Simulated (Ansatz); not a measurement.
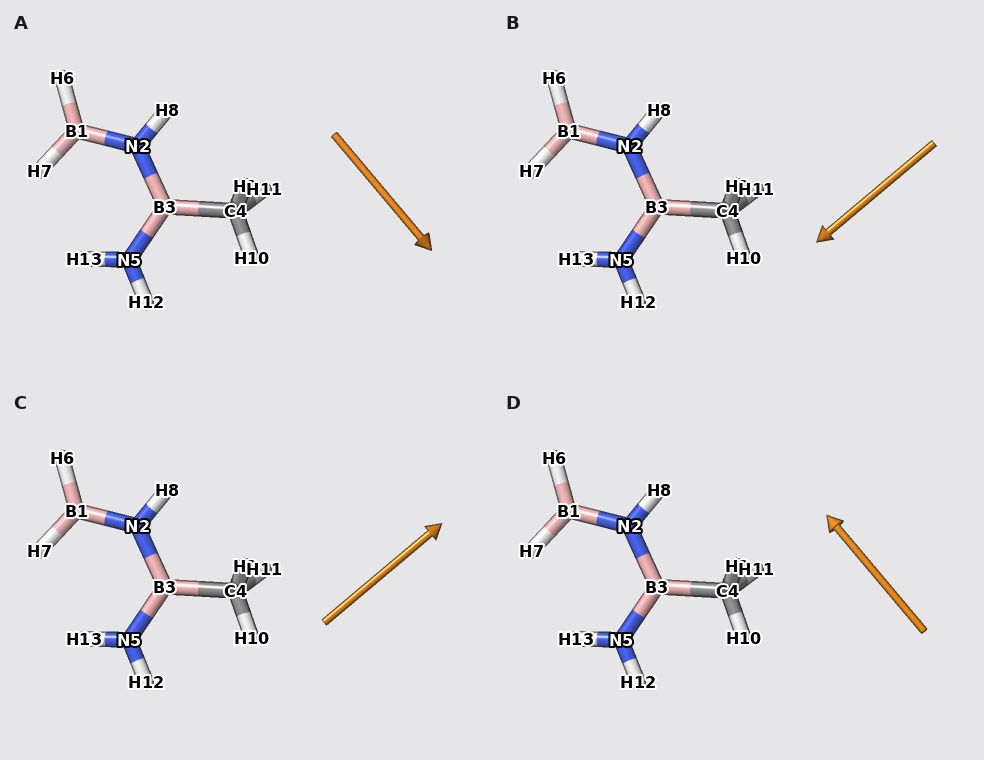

The same molecule four times, each with an arrow. Computed geometry: PBE0-D4/def2-TZVP optimisation. Level of theory: RKS PBE-D4/def2-TZVPP (Ansatz 0.2.0).

Which arrow points along the dipole moment, from the negative to the positive end?

A. The dipole moment is 1.49 D; it points from the side of H6 to the side of H10 (the outermost atoms at the two ends).
